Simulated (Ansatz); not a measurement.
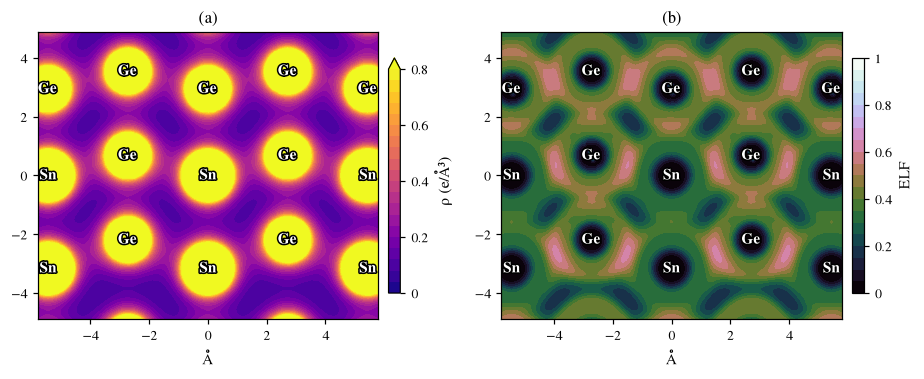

The picture shows: SnGe$_{2}$. (a) valence charge density (pseudo); (b) electron localisation function on the (010) plane of the conventional cell.

Space group I-4m2; a structure generated by program, which may or may not match a known phase.

These are results of DFT PBE, scalar-relativistic, plane waves, PAW in Ansatz, not measurements.

In a PAW calculation such maps are meaningful between the atoms, not at the nuclei.

Question: What do the fields say about this system?

Answer: Atoms in the plane: Sn and Ge. Ge–Ge (2.79 Å): ρ at the midpoint is about 0.28 e/Å³; the ELF reaches about 0.60 near the midpoint. Sn–Ge (2.81 Å): ρ is about 0.3 e/Å³ halfway; the ELF peaks at about 0.60 between the atoms. Sn–Sn (3.17 Å): the density is about 0.19 e/Å³ at the midpoint; the ELF is about 0.40 at the midpoint. Ge–Ge (2.87 Å): the density is about 0.24 e/Å³ at the midpoint; the ELF reaches about 0.50 near the midpoint. Sn–Ge (2.89 Å): the density is about 0.27 e/Å³ at the midpoint; the ELF peaks at about 0.60 between the atoms. Between the atoms the lowest density in this plane is 0.09 e/Å³.
